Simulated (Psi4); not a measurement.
# BSiH4F (SMILES FB[SiH3]) at wB97X-V/6-311+G(d,p)

What is the vertical electron affinity of BSiH4F at wB97X-V/6-311+G**? 

The results are computed with Psi4 1.11.

2 further runs of the same task are left out: 2 set aside as unsound or not needed.

## Step 1: The system as given

BSiH4F: 7 atoms, total charge 0, spin state singlet. SMILES: `FB[SiH3]`. The shape is that of a PBE0-D4/def2-TZVP optimisation.

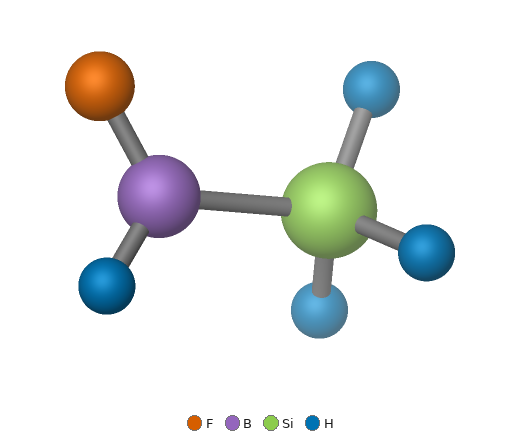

Viewed from a chosen angle; fluorine orange, boron purple, silicon green, hydrogen blue.

## Step 2: A single-point energy at wB97X-V/6-311+G(d,p)

Contents of job.py:

```python
import psi4

psi4.set_memory('1600 MB')
psi4.set_num_threads(1)
psi4.set_output_file('output.dat', False)

m = psi4.geometry("""
F     -1.379400    -1.601500     0.571800
B     -0.186700    -1.168700     0.204000
Si     0.146300     0.805600    -0.161100
H      0.673400    -2.004900     0.107300
H      0.733100     0.954500    -1.522300
H      1.152900     1.303800     0.818800
H     -1.078400     1.642900    -0.064200
symmetry c1
""")

options = {'basis': '6-311+G**', 'puream': True, 'e_convergence': 1e-09, 'd_convergence': 1e-08, 'scf_type': 'pk', 'dft_radial_points': 99, 'dft_spherical_points': 590}
psi4.set_options(options)

energy_value = psi4.energy("wb97x-v")
print(f'wb97x-v energy: {energy_value:.10f} Eh')
```

The run is started by

```console
$ python job.py
```

output.dat:

```text
[...]
  Running in c1 symmetry.
[...]
  Nuclear repulsion =   88.522540681025205
[...]
  Multiplicity = 1
[...]
  Nalpha       = 16
  Nbeta        = 16
[...]
    Number of basis functions: 98
[...]
   @RKS iter   1:  -416.51155493609929   -8.02520e-01   4.13400e-03 DIIS/ADIIS
[...]
   @RKS iter  10:  -416.56533150714529   -4.38831e-11   9.20430e-09 DIIS
[...]
    Orbital Energies [Eh]
    ---------------------
    Doubly Occupied:
       1A    -66.116178     2A    -24.781877     3A     -6.918214
       4A     -5.378402     5A     -3.728549     6A     -3.728391
       7A     -3.727564     8A     -1.360807     9A     -0.704675
      10A     -0.661273    11A     -0.601787    12A     -0.587068
      13A     -0.533458    14A     -0.455514    15A     -0.453181
      16A     -0.390009
[...]
  @RKS Final Energy:  -416.56533150714529
   => Energetics <=
    Nuclear Repulsion Energy =             88.5225406810252053
    One-Electron Energy =                -751.8611294160725720
    Two-Electron Energy =                 273.4383511333903130
    DFT Exchange-Correlation Energy =     -26.7977200579174308
    Empirical Dispersion Energy =           0.0000000000000000
    VV10 Nonlocal Energy =                  0.1326261524291519
    Total Energy =                       -416.5653315071452880
[...]
 Multipole Moments:
 ------------------------------------------------------------------------------------
     Multipole            Electronic (a.u.)      Nuclear  (a.u.)        Total (a.u.)
 ------------------------------------------------------------------------------------
 L = 1.  Multiply by 2.5417464519 to convert [e a0] to [Debye]
 Dipole X            :         -3.3201623            3.5563679            0.2362056
 Dipole Y            :         -4.9686438            4.9902124            0.0215686
 Dipole Z            :          1.5281431           -1.5964849           -0.0683418
 Magnitude           :                                                    0.2468378
[...]
```

Standard output:

```text
wb97x-v energy: -416.5653315071 Eh
```

Run time: 76 s. Hardware: 1 thread of Intel Xeon Platinum 8488C (Sapphire Rapids), shared host; peak memory 0.94 GiB.

## Step 3: The doublet anion, same level

Contents of input.in:

```
memory 1600 mb

molecule {
  -1 2
  F
  B 1 R2
  Si 2 R3 1 A3
  H 2 R4 1 A4 3 D4
  H 3 R5 2 A5 4 D5
  H 3 R6 5 A6 2 D6
  H 3 R7 5 A7 6 D7

  R2 = 1.321032
  R3 = 2.035202
  A3 = 121.03022
  R4 = 1.203476
  A4 = 116.10288
  D4 = 179.6969
  R5 = 1.489755
  A5 = 108.9849
  D5 = 54.42952
  R6 = 1.49052
  A6 = 107.53422
  D6 = 117.39057
  R7 = 1.486725
  A7 = 109.1312
  D7 = 118.07379
  symmetry c1
}

set globals {
  reference uks
  puream true
  e_convergence 1e-09
  d_convergence 1e-08
  scf_type pk
  dft_radial_points 99
  dft_spherical_points 590
  maxiter 200
}

energy("wb97x-v/6-311+G**")
```

The run is started by

```console
$ psi4 input.in input.out -n 1
```

input.out:

```text
[...]
  Running in c1 symmetry.
[...]
  Nuclear repulsion =   88.522546188121510
[...]
  Multiplicity = 2
[...]
  Nalpha       = 17
  Nbeta        = 16
[...]
    Number of basis functions: 98
[...]
   @UKS iter   1:  -416.40976458001592   -7.00722e-01   5.50856e-03 ADIIS/DIIS
[...]
   @UKS iter  16:  -416.55401575235425   -1.00044e-11   2.98430e-09 DIIS
[...]
   @S^2 Observed:                7.528400675E-01
[...]
    Orbital Energies [Eh]
    ---------------------
    Alpha Occupied:
       1A    -65.920052     2A    -24.534140     3A     -6.642398
       4A     -5.180443     5A     -3.531488     6A     -3.530859
       7A     -3.528371     8A     -1.121020     9A     -0.489824
      10A     -0.444348    11A     -0.366708    12A     -0.359782
      13A     -0.307029    14A     -0.271503    15A     -0.271408
      16A     -0.163153    17A      0.007217
    Alpha Virtual:
      18A      0.175225    19A      0.199810    20A      0.202635
      21A      0.206268    22A      0.221283    23A      0.231577
      24A      0.236703    25A      0.274751    26A      0.296667
[...]
  @UKS Final Energy:  -416.55401575235425
   => Energetics <=
    Nuclear Repulsion Energy =             88.5225461881215097
    One-Electron Energy =                -758.8149003722363659
    Two-Electron Energy =                 280.4932968070937704
    DFT Exchange-Correlation Energy =     -26.8896133387742715
    Empirical Dispersion Energy =           0.0000000000000000
    VV10 Nonlocal Energy =                  0.1346549634410940
    Total Energy =                       -416.5540157523542462
[...]
 Multipole Moments:
 ------------------------------------------------------------------------------------
     Multipole            Electronic (a.u.)      Nuclear  (a.u.)        Total (a.u.)
 ------------------------------------------------------------------------------------
 L = 1.  Multiply by 2.5417464519 to convert [e a0] to [Debye]
 Dipole X            :          0.0073465            0.0230404            0.0303869
 Dipole Y            :          2.6618808           -3.4801052           -0.8182244
 Dipole Z            :         -5.4520785            5.2902802           -0.1617983
 Magnitude           :                                                    0.8346216
[...]
```

It took 2.1 min on 1 thread of Intel Xeon Platinum 8488C (Sapphire Rapids), shared host; peak memory 0.94 GiB.

## Step 4: Summary of results

At wB97X-V/6-311+G**:

```
                                         quantity          value
                     singlet BSiH4F: total energy  -416.56533 Eh
                    singlet BSiH4F: dipole moment         0.63 D
                      singlet BSiH4F: HOMO energy      -10.61 eV
                      singlet BSiH4F: LUMO energy        0.41 eV
                    singlet BSiH4F: HOMO–LUMO gap       11.03 eV
                      doublet anion: total energy  -416.55402 Eh
doublet anion: HOMO energy (highest over α and β)        0.20 eV
 doublet anion: LUMO energy (lowest over α and β)        4.77 eV
                              doublet anion: ⟨S²⟩          0.753
vertical electron affinity (to the doublet anion)      -0.308 eV
```

In words: The anion lies 0.31 eV (7.1 kcal/mol) above the neutral: the electron isn't bound at this level, and such a value depends on the basis. The HOMO (doublet anion) lies at positive energy, 0.20 eV; only total energies tell whether the electron is bound.
